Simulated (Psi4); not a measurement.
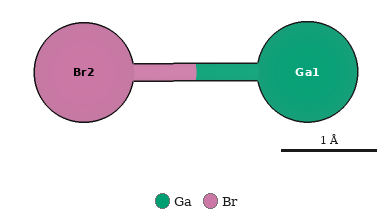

*The structure as given in the input (ball-and-stick view, seen on its broad side; atoms are numbered from 1 in the order of the input). Sticks mark near contacts.*

**Run report: GaBr, single-point calculation**

The run: single-point calculation of GaBr, SMILES [Ga][Br]. Method and program: FNO-CCSD(T)/cc-pVTZ, RHF (Psi4 1.11).

The geometry was optimised with mp2/6-311G**.

**The program's output**
```
Psi4 1.11 release

   => Loading Basis Set <=

    Name: CC-PVTZ
    Role: ORBITAL
    Keyword: BASIS

         ---------------------------------------------------------
                                   SCF
                              RHF Reference
                        1 Threads,   1525 MiB Core
         ---------------------------------------------------------

  ==> Geometry <==

    Molecular point group: c2v
    Full point group: C_inf_v

    Geometry (in Angstrom), charge = 0, multiplicity = 1:

       Center              X                  Y                   Z               Mass
    ------------   -----------------  -----------------  -----------------  -----------------
         GA           0.000000000000     0.000000000000    -1.260635847426    68.925573500000
         BR           0.000000000000     0.000000000000     1.101012152574    78.918337600000

  Running in c2v symmetry.

  Rotational constants: A = ************  B =      0.08215  C =      0.08215 [cm^-1]
  Rotational constants: A = ************  B =   2462.81614  C =   2462.81614 [MHz]
  Nuclear repulsion =  243.117210345042992

  Charge       = 0
  Multiplicity = 1
  Electrons    = 66
  Nalpha       = 33
  Nbeta        = 33

  ==> Algorithm <==

  SCF Algorithm Type is PK.
  DIIS enabled.
  MOM disabled.
  Fractional occupation disabled.
  Guess Type is SAD.
  Energy threshold   = 1.00e-08
  Density threshold  = 1.00e-08
  Integral threshold = 1.00e-12

  ==> Primary Basis <==

  Basis Set: CC-PVTZ
    Blend: CC-PVTZ
    Number of shells: 30
    Number of basis functions: 86
    Number of Cartesian functions: 98
    Spherical Harmonics?: true
    Max angular momentum: 3

  ==> Integral Setup <==

  Using in-core PK algorithm.
   Calculation information:
      Number of atoms:                   2
      Number of AO shells:              30
      Number of primitives:            238
      Number of atomic orbitals:        98
      Number of basis functions:        86

      Integral cutoff                 1.00e-12
      Number of threads:                 1

  Performing in-core PK
  Using 13998822 doubles for integral storage.
  We computed 107870 shell quartets total.
  Whereas there are 108345 unique shell quartets.

  ==> DiskJK: Disk-Based J/K Matrices <==

    J tasked:                  Yes
    K tasked:                  Yes
    wK tasked:                  No
    Memory [MiB]:             1144
    Schwarz Cutoff:          1E-12

  Minimum eigenvalue in the overlap matrix is 2.9515404454E-03.
  Reciprocal condition number of the overlap matrix is 8.3977322121E-04.
    Using symmetric orthogonalization.

  ==> Pre-Iterations <==

  SCF Guess: Superposition of Atomic Densities via on-the-fly atomic UHF (no occupation information).

   -------------------------
    Irrep   Nso     Nmo
   -------------------------
     A1        38      38
     A2         8       8
     B1        20      20
     B2        20      20
   -------------------------
    Total      86      86
   -------------------------

  ==> Iterations <==

                        Total Energy        Delta E     RMS |[F,P]|

   @RHF iter SAD: -4489.36912356419180   -4.48937e+03   0.00000e+00
   @RHF iter   1: -4494.86926236825184   -5.50014e+00   3.90936e-02 DIIS/ADIIS
   @RHF iter   2: -4495.53605826487274   -6.66796e-01   2.47596e-02 DIIS/ADIIS
   @RHF iter   3: -4495.81682430623368   -2.80766e-01   3.87352e-03 DIIS/ADIIS
   @RHF iter   4: -4495.82504275516385   -8.21845e-03   4.44326e-04 DIIS/ADIIS
   @RHF iter   5: -4495.82522982186583   -1.87067e-04   7.21083e-05 DIIS
   @RHF iter   6: -4495.82523974110245   -9.91924e-06   1.87197e-05 DIIS
   @RHF iter   7: -4495.82524043877856   -6.97676e-07   3.06553e-06 DIIS
   @RHF iter   8: -4495.82524046984508   -3.10665e-08   7.23295e-07 DIIS
   @RHF iter   9: -4495.82524047129118   -1.44610e-09   2.10155e-07 DIIS
   @RHF iter  10: -4495.82524047148490   -1.93722e-10   6.87641e-08 DIIS
   @RHF iter  11: -4495.82524047150764   -2.27374e-11   1.13854e-08 DIIS
   @RHF iter  12: -4495.82524047151310   -5.45697e-12   1.61222e-09 DIIS
  Energy and wave function converged.

  ==> Post-Iterations <==

    Orbital Energies [Eh]
    ---------------------

    Doubly Occupied:

       1A1  -489.991272     2A1  -378.842883     3A1   -65.132170
       4A1   -58.486623     1B2   -58.486388     1B1   -58.486388
       5A1   -48.192617     2B2   -42.518480     2B1   -42.518480
       6A1   -42.517647     7A1    -9.805783     8A1    -7.414158
       3B1    -7.412400     3B2    -7.412400     9A1    -6.421217
       4B2    -4.510285     4B1    -4.510285    10A1    -4.506827
      11A1    -3.156133     5B2    -3.155220     5B1    -3.155220
      12A1    -3.153288     1A2    -3.153288    13A1    -1.223373
       2A2    -1.223373    14A1    -1.221394     6B2    -1.219097
       6B1    -1.219097    15A1    -0.975481    16A1    -0.519951
       7B2    -0.408573     7B1    -0.408573    17A1    -0.342240

    Virtual:

       8B2     0.028723     8B1     0.028723    18A1     0.103633
      19A1     0.153771    20A1     0.287038     3A2     0.287038
      21A1     0.288604     9B2     0.290330     9B1     0.290330
      22A1     0.324273    10B1     0.335412    10B2     0.335412
      11B1     0.423183    11B2     0.423183    23A1     0.511743
      24A1     0.568756     4A2     0.568756    25A1     0.630771
      12B1     0.676664    12B2     0.676664    26A1     0.923822
      13B2     1.019310    13B1     1.019310    27A1     1.040711
       5A2     1.040711    14B1     1.125958    14B2     1.125958
       6A2     1.131117    28A1     1.131117    29A1     1.159066
      15B1     1.227607    15B2     1.227607    30A1     1.243275
      31A1     1.522971    16B1     1.789848    16B2     1.789848
      32A1     1.822305     7A2     1.822305    17B2     1.906328
      17B1     1.906328    33A1     1.923055    18B2     2.084881
      18B1     2.084881    34A1     2.094077     8A2     2.094077
      35A1     2.171058    19B2     2.181213    19B1     2.181213
      20B2     2.364571    20B1     2.364571    36A1     2.459967
      37A1     3.140287    38A1     3.658067

    Final Occupation by Irrep:
             A1    A2    B1    B2
    DOCC [    17,    2,    7,    7 ]
    NA   [    17,    2,    7,    7 ]
    NB   [    17,    2,    7,    7 ]

  @RHF Final Energy: -4495.82524047151310

   => Energetics <=

    Nuclear Repulsion Energy =            243.1172103450429915
    One-Electron Energy =               -6754.4836955846067212
    Two-Electron Energy =                2015.5412447680505466
    Total Energy =                      -4495.8252404715130979

Computation Completed

Properties will be evaluated at   0.000000,   0.000000,   0.000000 [a0]

Properties computed using the SCF density matrix

 Multipole Moments:

 ------------------------------------------------------------------------------------
     Multipole            Electronic (a.u.)      Nuclear  (a.u.)        Total (a.u.)
 ------------------------------------------------------------------------------------

 L = 1.  Multiply by 2.5417464519 to convert [e a0] to [Debye]
 Dipole X            :          0.0000000            0.0000000            0.0000000
 Dipole Y            :          0.0000000            0.0000000            0.0000000
 Dipole Z            :          0.0566220           -1.0285513           -0.9719294
 Magnitude           :                                                    0.9719294

 ------------------------------------------------------------------------------------

	total time  =         55 seconds =       0.92 minutes
 MINTS: Wrapper to libmints.

   Calculation information:
      Number of threads:                 1
      Number of atoms:                   2
      Number of AO shells:              30
      Number of SO shells:              30
      Number of primitives:            238
      Number of atomic orbitals:        98
      Number of basis functions:        86

      Number of irreps:                  4
      Integral cutoff                 1.00e-12
      Number of functions per irrep: [  38    8   20   20 ]

 OEINTS: Overlap, kinetic, potential, dipole, and quadrupole integrals
         stored in file 35.

      Computing two-electron integrals...done
      Computed 1421016 non-zero two-electron integrals.
        Stored in file 33.

        *******************************************************
        *                                                     *
        *               Frozen Natural Orbitals               *
        *                                                     *
        *******************************************************

        ==> Transform (OV|OV) integrals <==

	Presorting SO-basis two-electron integrals.
	Sorting File: SO Ints (nn|nn) nbuckets = 1
	Constructing frozen core operators
	Starting first half-transformation.
	Sorting half-transformed integrals.
	First half integral transformation complete.
	Starting second half-transformation.
	Two-electron integral transformation complete.

        ==> Build MP2 amplitudes, OPDM, and NOs <==

        OS MP2 correlation energy:            -0.243929908941
        SS MP2 correlation energy:            -0.101039568543
        MP2 correlation energy:               -0.344969477484
      * MP2 total energy:                  -4496.170209948998

        Cutoff for significant NO occupancy: 1.000e-06

        No. virtuals per irrep (original):  [  21   6  13  13 ]
        No. virtuals per irrep (truncated): [  21   6  13  13 ]

        Retaining 53 of 53 virtual orbitals.

	total time  =          0 seconds =       0.00 minutes

        ==> Transform all two-electron integrals <==

	Presorting SO-basis two-electron integrals.
	Sorting File: SO Ints (nn|nn) nbuckets = 1
	Constructing frozen core operators
	Starting first half-transformation.
	Sorting half-transformed integrals.
	First half integral transformation complete.
	Starting second half-transformation.
	Two-electron integral transformation complete.

	total time  =          0 seconds =       0.00 minutes

        **********************************************************
        *                                                        *
        *                   CCSD Integral Sort                   *
        *                                                        *
        **********************************************************

        CC integral sort will use                     93.74 mb

        Number of (ab|cd) temporary files:                2
        Number of (ab|ci) temporary files:                3
        Starting temporary file number:                 270

        Initial sort........done.

        Sort (IJ|KL)........done.
        Sort (IJ|KA) 1/2....done.
        Sort (IJ|KA) 2/2....done.
        Sort (IA|JB)........done.
        Sort (IJ|AB)........done.
        Sort (IA|BC) 1/3....done.
        Sort (IA|BC) 2/3....done.
        Sort (IA|BC) 3/3....done.
        Sort (AB|CD) 1/2....done.
        Sort (AB|CD) 2/2....done.

	total time  =          0 seconds =       0.00 minutes

        *****************************************************
        *                                                   *
        *                       CCSD                        *
        *                                                   *
        *****************************************************

  ==> Input parameters <==

        Freeze core orbitals?                 yes
        Use frozen natural orbitals?          yes
        r_convergence:                  1.000e-07
        e_convergence:                  1.000e-06
        Number of DIIS vectors:                 8
        Number of frozen core orbitals:        18
        Number of active occupied orbitals:    15
        Number of active virtual orbitals:     53
        Number of frozen virtual orbitals:      0

  ==> Memory <==

        available memory =                           1525.88 mb
        minimum memory requirements for CCSD =         14.53 mb
        (T) algorithm:                                 11.14 mb (low-memory)
        memory requirements for CCSD(T) =              11.14 mb

  ==> Define tiling <==

        v(ab,cd) diagrams will be evaluated in   1 blocks.
        v(ab,ci) diagrams will be evaluated in   1 blocks over ov2.
        v(ab,ci) diagrams will be evaluated in   1 blocks over ov.

  Allocate cpu memory (    31.57 mb).....done.
  Initialize cpu memory..................done.

  ==> MP4(SDQ) <==

        1st-order doubles amplitudes...............done.
        MP2 energy.................................done.
        MP3 energy.................................done.
        2nd-order singles and doubles amplitudes...done.
        MP4(SD)....................................done.
        MP4(Q).....................................done.

  Begin singles and doubles coupled cluster iterations

   Iter  DIIS          Energy       d(Energy)          |d(T)|     time
      0   0 1   -0.3595936055   -0.3595936055    0.0201713866        0
      1   1 1   -0.3597314176   -0.0001378121    0.0093465192        0
      2   2 1   -0.3610239993   -0.0012925817    0.0044113036        1
      3   3 1   -0.3610292676   -0.0000052683    0.0017315311        0
      4   4 1   -0.3609781022    0.0000511654    0.0003355274        0
      5   5 1   -0.3609806535   -0.0000025513    0.0001419341        1
      6   6 1   -0.3609841739   -0.0000035204    0.0000488409        0
      7   7 1   -0.3609841808   -0.0000000069    0.0000144113        0
      8   8 1   -0.3609841126    0.0000000681    0.0000038553        0
      9   8 2   -0.3609840190    0.0000000936    0.0000008357        1
     10   8 3   -0.3609840265   -0.0000000075    0.0000002472        0
     11   8 4   -0.3609840345   -0.0000000080    0.0000000746        0

  CCSD iterations converged!

        T1 diagnostic:                         0.010218836862
        D1 diagnostic:                         0.029059091836

        OS MP2 FNO correction:                 0.000000000000
        SS MP2 FNO correction:                 0.000000000000
        MP2 FNO correction:                    0.000000000000

        OS MP2 correlation energy:            -0.243929908941
        SS MP2 correlation energy:            -0.101039568543
        MP2 correlation energy:               -0.344969477484
      * MP2 total energy:                  -4496.170209948998

        OS MP2.5 correlation energy:          -0.251874643446
        SS MP2.5 correlation energy:          -0.098019509897
        MP2.5 correlation energy:             -0.349894153343
      * MP2.5 total energy:                -4496.175134624857

        OS MP3 correlation energy:            -0.259819377951
        SS MP3 correlation energy:            -0.094999451252
        MP3 correlation energy:               -0.354818829202
      * MP3 total energy:                  -4496.180059300716

        OS MP4(SDQ) correlation energy:       -0.266741271105
        SS MP4(SDQ) correlation energy:       -0.092172972172
        MP4(SDQ) correlation energy:          -0.362910087328
      * MP4(SDQ) total energy:             -4496.188150558841

        OS CCSD correlation energy:           -0.266100065458
        SS CCSD correlation energy:           -0.094883968998
        CCSD correlation energy:              -0.360984034456
      * CCSD total energy:                 -4496.186224505969

  Total time for CCSD iterations:        2.10 s (user)
                                         0.76 s (system)
                                            3 s (total)

  Time per iteration:                    0.17 s (user)
                                         0.06 s (system)
                                         0.27 s (total)

	total time  =          4 seconds =       0.07 minutes

        ==> Resort (ov|vv) integrals for low-memory (T) computation <==

        *******************************************************
        *                                                     *
        *                      CCSD(T)                        *
        *                                                     *
        *******************************************************

        Using low-memory algorithm.

        num_threads:                      1
        available memory:        1525.88 mb
        memory requirements:       11.14 mb

        Number of abc combinations: 26235

        Computing (T) correction...

        % complete  total time
              10.0         1 s
              20.0         1 s
              30.0         1 s
              40.0         1 s
              50.0         2 s
              60.0         2 s
              70.0         2 s
              80.0         2 s
              90.0         3 s

        (T) energy                            -0.017241220076

        CCSD(T) correlation energy            -0.378225254532
      * CCSD(T) total energy               -4496.203465726045

	total time  =          3 seconds =       0.05 minutes

    Psi4 run time: 0:01:45.27
```

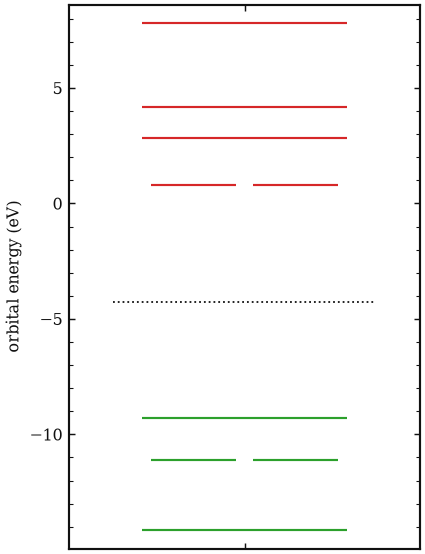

*Orbital energies near the frontier (SCF reference); the dotted line parts filled from empty levels, and levels within 0.02 eV of each other stand side by side.*

Highest filled −9.31 eV, lowest empty 0.78 eV, 10.09 eV apart.

This output came from the following input.

**The input (input.in)**
```
memory 1600 mb

molecule {
  Ga     0.000000     0.000000     0.021513
  Br     0.000000     0.000000     2.383161
  units angstrom
}

set scf_type pk
set freeze_core true

energy("fno-ccsd(t)/cc-pVTZ")
```

Launch command:
```bash
psi4 input.in input.out -n 1
```

**Results in brief**

| quantity | value |
| --- | --- |
| outcome | converged |
| total energy | −4496.203466 hartree |
| SCF energy | −4495.825240 hartree |
| MP2 energy | −4496.170210 hartree |
| CCSD energy | −4496.186225 hartree |
| correlation energy | −0.378225 hartree |
| (T) correction | −0.017241 hartree |
| basis functions | 86 |
| T1 diagnostic | 0.010 |
| HOMO of the SCF reference | −9.31 eV |
| LUMO of the SCF reference | 0.78 eV |
| hardware | 1 thread of Intel Xeon (Granite Rapids), 12 GiB of memory available, shared host |
| wall time | 1.8 min |
| peak memory | 1.1 GiB |
